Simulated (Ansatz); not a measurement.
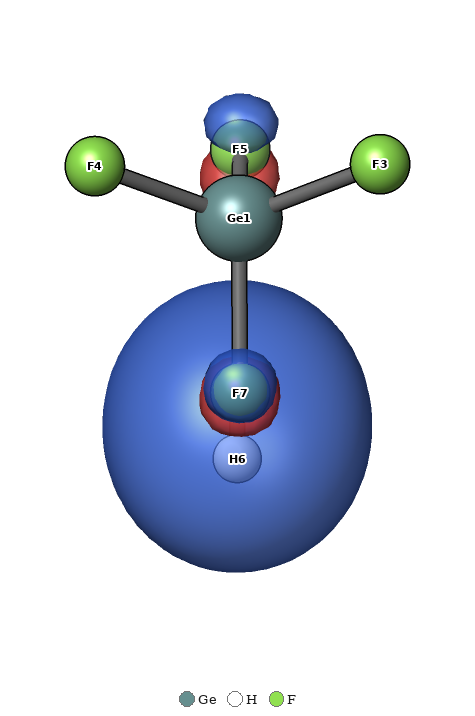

*F$_{4}$Ge···H$_{2}$. One frontier orbital at ±0.1 Å⁻³ᐟ² (blue and red are the two phases), seen at an oblique angle.*

The product side of a reaction path; geometry: PBE0-D4/def2-TZVP.

Computed with Ansatz 0.2.0, RKS PBE0-D4/def2-TZVPP.

```yaml
atoms:
  - { symbol: Ge, position_ang: [-0.8030, -0.0307, -0.7353] }
  - { symbol: H, position_ang: [1.7602, 0.1135, 2.1154] }
  - { symbol: F, position_ang: [-1.6019, -1.4158, -1.2874] }
  - { symbol: F, position_ang: [-1.4412, 1.3335, -1.5055] }
  - { symbol: F, position_ang: [-1.0220, 0.1146, 0.9357] }
  - { symbol: H, position_ang: [2.2618, 0.0404, 1.5676] }
  - { symbol: F, position_ang: [0.8461, -0.1554, -1.0906] }
```

Which orbital is it: HOMO or LUMO?

The HOMO, at −11.97 eV. Its weight (Hirshfeld) is mainly on H2 (about 50 %) and H6 (about 50 %).
